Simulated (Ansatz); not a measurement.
# GeO+ (quartet): one geometry, many settings

What do other methods and options give for GeO+ (quartet) at this geometry, and how long do they take?

Program: Ansatz 0.2.0, Gaussian basis. Level of theory: the settings change from run to run. These are calculated values, not measurements.

15 further runs of the same task are left out: 2 for a known fault of the program, 4 that didn't finish, 9 set aside as unsound or not needed.

### 1 What is computed

The geometry is a PBE0/def2-TZVP stationary point (not a proven minimum). No spin-orbit coupling is included. The filled d shell of Ge may be among the frozen orbitals whatever the setting's name suggests; the logs give the count.

2 atoms, charge 1, spin multiplicity 4.

Atoms are counted from 1 here; the program's logs count them from 0.

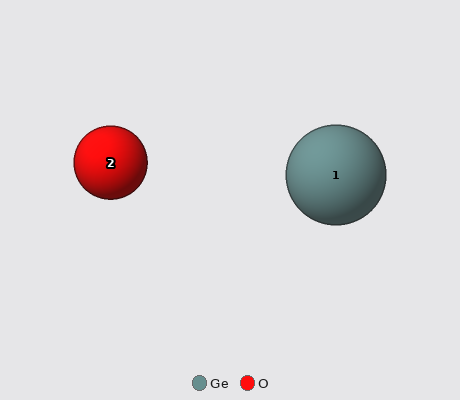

The structure; germanium teal, oxygen red; atoms are numbered from 1 in the order of the file.

Geometry (Å):

```xyz
2

Ge    0.0000    0.0000    0.0000
O     0.0000    0.0000    2.4234
```

### 2 BCCD on ROHF/6-31G*

in.yaml

```yaml
crystal:
  periodic: [false, false, false]
  atoms:
    - {symbol: Ge, position_ang: [0.000000, 0.000000, 0.000000]}
    - {symbol: O, position_ang: [0.000000, 0.000000, 2.423400]}
basis:
  gaussian: {orbitals: "6-31G*"}
total_charge: 1
magnetization: {spin_polarized: false, initial_magnetization: 3}
correlation: {method: bccd, electrons: outside_noble_gas}
```

Command:

```sh
> ansatz run in.yaml --threads 1 --pin off --events-out ev --progress --plain --max-ram 2393MiB
```

What it wrote, cut to the lines that bear on the results:

```text
Functional definition: HF
  name "HF"
  cite "Fock, Z. Phys. 61, 126 (1930) doi:10.1007/BF01340294"
  parent pbe
[...]
435 factors; integrals over basis functions are off by at most 5.3e-4 eV
[...]
mean field -58492.24699169 eV, -2149.5504294758 hartree, gradient 2.2e-6 eV, S^2 3.750000; 22 other end points of the search recorded, 0 dependent functions left out
[...]
determinant -58492.24699169 eV, -2149.5504294758 hartree, with singles and doubles -58496.96151450 eV, -2149.7236849932 hartree
determinant -58491.80363461 eV, -2149.5341364034 hartree, with singles and doubles -58496.48441607 eV, -2149.7061519494 hartree
determinant -58491.73843372 eV, -2149.5317403150 hartree, with singles and doubles -58496.41875660 eV, -2149.7037390085 hartree
determinant -58491.12424344 eV, -2149.5091692385 hartree, with singles and doubles -58495.87320740 eV, -2149.6836904449 hartree
determinant -58490.88076613 eV, -2149.5002216122 hartree, with singles and doubles -58495.55858662 eV, -2149.6721283446 hartree
determinant -58492.24699169 eV, -2149.5504294758 hartree, with singles and doubles -58496.98113184 eV, -2149.7244059172 hartree
determinant -58491.80363461 eV, -2149.5341364034 hartree, with singles and doubles -58496.50796017 eV, -2149.7070171791 hartree
determinant -58491.73843372 eV, -2149.5317403150 hartree, with singles and doubles -58496.43797685 eV, -2149.7044453394 hartree
15 core orbitals not correlated: weight in the atoms' cores, before any rotation towards them, 1.000 or more for the frozen orbitals, at most 0.000 for the correlated occupied ones
reference -58492.24699169 eV, -2149.5504294758 hartree; 6, 3 occupied and 29, 32 virtual orbitals, 435 factors
second order -3.71195061 eV of doubles, -0.16106664 eV of singles
cycle   1  -4.73437422 eV  change   -2.3e-4 eV  update   6.3e-3
[...]
cycle  10  -4.72990688 eV  change    4.4e-6 eV  update   9.7e-6
Total energy: -58496.97689857 eV, -2149.7242503474 hartree
```

Wall time 11 s (1 thread of Arm Neoverse V2, shared host).

From the report: correlation -4.7299 eV; largest double amplitude 0.07.

### 3 MP2 on ROHF/6-31G*

in.yaml, as its differences from that of step 2:

```diff
@@ -9,2 +9,3 @@
 magnetization: {spin_polarized: false, initial_magnetization: 3}
-correlation: {method: bccd, electrons: outside_noble_gas}
+correlation: {method: mp2, electrons: valence}
+output: {forces: true}
```

Same command.

What it wrote, cut to the lines that bear on the results:

```text
Functional definition: HF
  name "HF"
  cite "Fock, Z. Phys. 61, 126 (1930) doi:10.1007/BF01340294"
  parent pbe
[...]
435 factors; integrals over basis functions are off by at most 5.3e-4 eV
[...]
mean field -58492.24699169 eV, -2149.5504294758 hartree, gradient 2.2e-6 eV, S^2 3.750000; 20 other end points of the search recorded, 0 dependent functions left out
[...]
10 core orbitals not correlated: weight in the atoms' cores, before any rotation towards them, 1.000 or more for the frozen orbitals, at most 0.000 for the correlated occupied ones
reference -58492.24699169 eV, -2149.5504294758 hartree; 11, 8 occupied and 29, 32 virtual orbitals, 435 factors
second order -8.38486610 eV of doubles, -0.16457261 eV of singles
[...]
Total energy: -58500.79643041 eV, -2149.8646155536 hartree
Atom 0 at     0.000000     0.000000     0.000000 Å, force    -0.000000    -0.000000    -0.224693 eV/Å
Atom 1 at     0.000000     0.000000     2.423400 Å, force     0.000000     0.000000     0.224693 eV/Å
Dipole moment:    -0.000000     0.000000    -0.076158 e Å
```

Wall time 7 s (1 thread of Arm Neoverse V2, shared host).

### 4 NEVPT2(7,5)/def2-SVP

in.yaml

```yaml
crystal:
  periodic: [false, false, false]
  atoms:
    - {symbol: Ge, position_ang: [0.000000, 0.000000, 0.000000]}
    - {symbol: O, position_ang: [0.000000, 0.000000, 2.423400]}
basis:
  gaussian: {orbitals: def2-SVP}
total_charge: 1
magnetization: {spin_polarized: false, initial_magnetization: 3}
correlation: {method: sc_nevpt2, electrons: valence, active_space: {window: {electrons: 7, orbitals: 5}}}
output: {forces: true}
```

Launched as before.

What it wrote, cut to the lines that bear on the results:

```text
Functional definition: HF
  name "HF"
  cite "Fock, Z. Phys. 61, 126 (1930) doi:10.1007/BF01340294"
  parent pbe
[...]
444 factors; integrals over basis functions are off by at most 6.8e-4 eV
[...]
mean field -58491.02981970 eV, -2149.5056992301 hartree, gradient 1.5e-6 eV, S^2 3.750000; 20 other end points of the search recorded, 0 dependent functions left out
reference -58491.02981970 eV, -2149.5056992301 hartree; 21, 18 occupied and 25, 28 virtual orbitals, 444 factors
state -58491.03231932 eV, -2149.5057910894 hartree
state -58491.03231932 eV, -2149.5057910894 hartree; corrected -58498.29536341 eV, -2149.7727030367 hartree
[...]
Total energy: -58498.29536341 eV, -2149.7727030367 hartree
Atom 0 at     0.000000     0.000000     0.000000 Å, force    -0.000000     0.000000    -0.322242 eV/Å
Atom 1 at     0.000000     0.000000     2.423400 Å, force     0.000000    -0.000000     0.322242 eV/Å
Dipole moment:    -0.000000     0.000000    -0.104118 e Å
```

Run time: 6 s. Hardware: 1 thread of Arm Neoverse V2, shared host.

From the report: 2 determinants; active occupations 2.00, 2.00, 1.00, 1.00, 1.00.

### 5 HF/cc-pVDZ

in.yaml

```yaml
crystal:
  periodic: [false, false, false]
  atoms:
    - {symbol: Ge, position_ang: [0.000000, 0.000000, 0.000000]}
    - {symbol: O, position_ang: [0.000000, 0.000000, 2.423400]}
basis:
  gaussian: {orbitals: cc-pVDZ}
total_charge: 1
magnetization: {spin_polarized: false, initial_magnetization: 3}
hamiltonian: {xc: hf}
output: {orbitals: {seedname: orbitals}}
```

The command is unchanged.

What it wrote, cut to the lines that bear on the results:

```text
Functional definition: HF
  name "HF"
  cite "Fock, Z. Phys. 61, 126 (1930) doi:10.1007/BF01340294"
  parent pbe
[...]
458 factors; integrals over basis functions are off by at most 8.4e-4 eV
[...]
mean field -58499.38403450 eV, -2149.8127109613 hartree, gradient 1.2e-5 eV, S^2 3.750000; 9 other end points of the search recorded, 0 dependent functions left out
reference -58499.38403450 eV, -2149.8127109613 hartree; 21, 18 occupied and 20, 23 virtual orbitals, 458 factors
Total energy: -58499.38403450 eV, -2149.8127109613 hartree
```

Run time: 2.1 s. Hardware: 1 thread of Arm Neoverse V2, shared host.

### 6 NEVPT2(5,8)/cc-pVDZ

in.yaml, as its differences from that of step 5:

```diff
@@ -9,3 +9,2 @@
 magnetization: {spin_polarized: false, initial_magnetization: 3}
-hamiltonian: {xc: hf}
-output: {orbitals: {seedname: orbitals}}
+correlation: {method: sc_nevpt2, electrons: valence, active_space: {window: {electrons: 5, orbitals: 8}}}
```

The command is unchanged.

What it wrote, cut to the lines that bear on the results:

```text
Functional definition: HF
  name "HF"
  cite "Fock, Z. Phys. 61, 126 (1930) doi:10.1007/BF01340294"
  parent pbe
[...]
458 factors; integrals over basis functions are off by at most 8.4e-4 eV
[...]
mean field -58499.38403450 eV, -2149.8127109613 hartree, gradient 4.3e-6 eV, S^2 3.750000; 19 other end points of the search recorded, 0 dependent functions left out
reference -58499.38403450 eV, -2149.8127109613 hartree; 21, 18 occupied and 20, 23 virtual orbitals, 458 factors
state -58500.50363209 eV, -2149.8538554139 hartree
state -58500.50363209 eV, -2149.8538554139 hartree; corrected -58503.82311985 eV, -2149.9758443390 hartree
state -58500.44469608 eV, -2149.8516895552 hartree
state -58500.44469608 eV, -2149.8516895552 hartree; corrected -58504.11028543 eV, -2149.9863974792 hartree
state -58500.44469608 eV, -2149.8516895552 hartree; corrected -58504.11028543 eV, -2149.9863974792 hartree
WARN: the results are in doubt because another end's mean lies 0.059 eV lower, and its corrected mean 0.287 eV higher
Total energy: -58504.11028543 eV, -2149.9863974792 hartree
In doubt: another end's mean lies 0.059 eV lower, and its corrected mean 0.287 eV higher
```

Run time: 15 s. Hardware: 1 thread of Arm Neoverse V2, shared host.

From the report: 560 determinants; active occupations 1.93, 1.00, 1.00, 0.99, 0.04, 0.02, 0.01, 0.01. The program marks this result as in doubt; its last lines say why.

### 7 CCSD on ROHF/def2-SVPD

in.yaml

```yaml
crystal:
  periodic: [false, false, false]
  atoms:
    - {symbol: Ge, position_ang: [0.000000, 0.000000, 0.000000]}
    - {symbol: O, position_ang: [0.000000, 0.000000, 2.423400]}
basis:
  gaussian: {orbitals: def2-SVPD}
total_charge: 1
magnetization: {spin_polarized: false, initial_magnetization: 3}
correlation: {method: ccsd, electrons: outside_noble_gas}
accuracy: high
output: {forces: true}
```

The command is unchanged.

What it wrote, cut to the lines that bear on the results:

```text
Functional definition: HF
  name "HF"
  cite "Fock, Z. Phys. 61, 126 (1930) doi:10.1007/BF01340294"
  parent pbe
[...]
1028 factors; integrals over basis functions are off by at most 3.8e-9 eV
[...]
mean field -58491.11853165 eV, -2149.5089593342 hartree, gradient 2.8e-8 eV, S^2 3.750000; 19 other end points of the search recorded, 0 dependent functions left out
[...]
determinant -58491.11853165 eV, -2149.5089593342 hartree, with singles and doubles -58496.18183275 eV, -2149.6950322174 hartree
determinant -58490.69723114 eV, -2149.4934768257 hartree, with singles and doubles -58495.75379368 eV, -2149.6793020717 hartree
determinant -58490.62976267 eV, -2149.4909974053 hartree, with singles and doubles -58495.68258513 eV, -2149.6766852058 hartree
determinant -58490.00385627 eV, -2149.4679957693 hartree, with singles and doubles -58495.12341067 eV, -2149.6561359235 hartree
[...]
determinant -58490.69723114 eV, -2149.4934768257 hartree, with singles and doubles -58495.77750132 eV, -2149.6801733113 hartree
determinant -58490.62976267 eV, -2149.4909974053 hartree, with singles and doubles -58495.70512018 eV, -2149.6775133537 hartree
15 core orbitals not correlated: weight in the atoms' cores, before any rotation towards them, 1.000 or more for the frozen orbitals, at most 0.000 for the correlated occupied ones
reference -58491.11853165 eV, -2149.5089593342 hartree; 6, 3 occupied and 40, 43 virtual orbitals, 1028 factors
second order -4.02865074 eV of doubles, -0.17163080 eV of singles
cycle   1  -5.08001531 eV  change    4.7e-7 eV  update   3.6e-6
[...]
cycle  16  -5.08001396 eV  change   1.3e-10 eV  update   1.1e-9
[...]
Total energy: -58496.19854562 eV, -2149.6956464040 hartree
Atom 0 at     0.000000     0.000000     0.000000 Å, force     0.000000     0.000000    -0.299819 eV/Å
Atom 1 at     0.000000     0.000000     2.423400 Å, force    -0.000000    -0.000000     0.299819 eV/Å
Dipole moment:     0.000000     0.000000    -0.066429 e Å
```

Wall time 28 s (1 thread of Arm Neoverse V2, shared host); peak memory 0.28 GiB.

From the report: correlation -5.0800 eV; T1 0.024; largest double amplitude 0.07.

### 8 All runs side by side

 † marks a result that the program doubts.

| level | correlated | functions | energy (eV) | time |
| --- | --- | --- | --- | --- |
| BCCD on ROHF/6-31G* | outside noble gas | 50 | -58496.9769 | 11 s |
| MP2 on ROHF/6-31G* | valence | 50 | -58500.7964 | 7 s |
| NEVPT2(7,5)/def2-SVP | valence | 46 | -58498.2954 | 6 s |
| HF/cc-pVDZ |  | 41 | -58499.3840 | 2.1 s |
| NEVPT2(5,8)/cc-pVDZ † | valence | 41 | -58504.1103 | 15 s |
| CCSD on ROHF/def2-SVPD | outside noble gas | 61 | -58496.1985 | 28 s |

### 9 Summary of results

| quantity | value |
| --- | --- |
| runs | 6 |
| quickest | HF/cc-pVDZ, 2.1 s |
| slowest | CCSD on ROHF/def2-SVPD, 28 s |

What this shows: Total energies in different bases, with other cores or another treatment of relativity can't be set against each other. CCSD on ROHF/def2-SVPD took 13 times as long as HF/cc-pVDZ; the jobs differ in more than the method.
